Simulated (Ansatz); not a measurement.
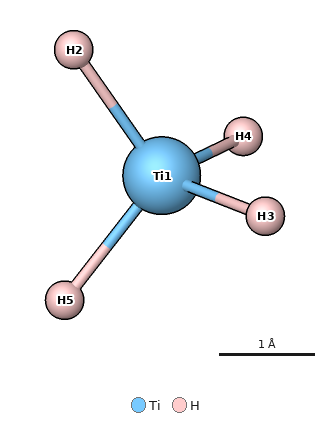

Fig. 1: The structure as given in the input (ball-and-stick view, seen at a tilt; atoms are numbered from 1 in the order of the input). Sticks mark near contacts. Bond lengths as drawn: H–Ti 1.69 Å.

Run report: TiH4, single-point calculation

TiH4, multiplicity 3, computed with UKS PBE-D4/def2-TZVP (Ansatz 0.2.0).

The geometry comes from this level: B3LYP-D4/def2-TZVP.

### Output
```
Functional definition: PBE
  name "PBE"
  cite "Perdew, Burke & Ernzerhof, Phys. Rev. Lett. 77, 3865 (1996) doi:10.1103/PhysRevLett.77.3865"
  parent pbe
  parameter kappa = 0.804
  parameter beta = 0.06672455060314922
  exchange = pbe_x(kappa = kappa, mu = beta*pi^2/3)
  correlation = pbe_c(beta = beta)
these checks for a lower state are left out or cut short: starts
589 factors; their error is unknown
mean field evaluation 1: about -23167.8867 eV, gradient 4.4e0 eV
mean field evaluation 2: about -23167.9803 eV, gradient 1.7e-1 eV
mean field evaluation 4: about -23167.9746 eV, gradient 1.0e-3 eV
mean field evaluation 8: about -23167.9746 eV, gradient 2.1e-5 eV
mean field evaluation 16: about -23167.9746 eV, gradient 2.7e-6 eV
mean field -23167.97463643 eV, -851.4073640716 hartree, gradient 2.7e-6 eV, S^2 2.002535; 0 other end points of the search recorded, 0 dependent functions left out
reference -23167.97468616 eV, -851.4073658991 hartree; 14, 12 occupied and 55, 57 virtual orbitals, 589 factors
Total energy: -23168.04465898 eV, -851.4099373530 hartree
Checks for a lower state left out: starts
```

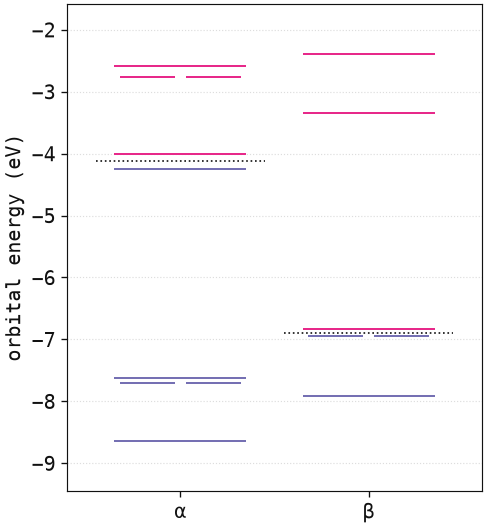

Fig. 2: Orbital energies near the frontier for α and β spins; the dotted line parts filled from empty levels, and levels within 0.02 eV of each other stand side by side. α: highest filled −4.24 eV, lowest empty −4.00 eV, 0.24 eV apart; β: highest filled −6.95 eV, lowest empty −6.83 eV, 0.12 eV apart.

The run was set up as follows.

### Input file
```yaml
crystal:
  periodic: [false, false, false]
  atoms:
    - {symbol: Ti, position_ang: [0.000000, 0.000007, 0.000009]}
    - {symbol: H, position_ang: [0.010237, -0.017098, 1.694435]}
    - {symbol: H, position_ang: [1.594179, 0.010511, -0.574425]}
    - {symbol: H, position_ang: [-0.806297, 1.386802, -0.546037]}
    - {symbol: H, position_ang: [-0.798119, -1.380232, -0.573972]}
basis:
  gaussian: {orbitals: def2-TZVP, initial_orbitals: start.molden}
magnetization: {spin_polarized: true, initial_magnetization: 2}
hamiltonian: {xc: pbe, dispersion: d4}
scf: {omitted_lower_state_checks: [starts]}
output: {orbitals: {seedname: orbitals}}
```

Command:
```bash
ansatz run in.yaml --threads 4 --pin off --events-out ev --progress --plain --max-ram 3916MiB
```

### Summary

```csv
quantity,value
outcome,converged
total energy,−23168.0447 eV
mean-field energy,−23167.9747 eV
dispersion energy,−0.0700 eV
⟨S²⟩,2.003
SCF solution under orbital rotations,stable
HOMO (either spin),−4.24 eV
LUMO (either spin),−6.83 eV
hardware,"4 threads of Arm Neoverse V1, 23 GiB of memory available, shared host"
wall time,1.1 s (CPU time 3.6 s)
peak memory,0.13 GiB
```
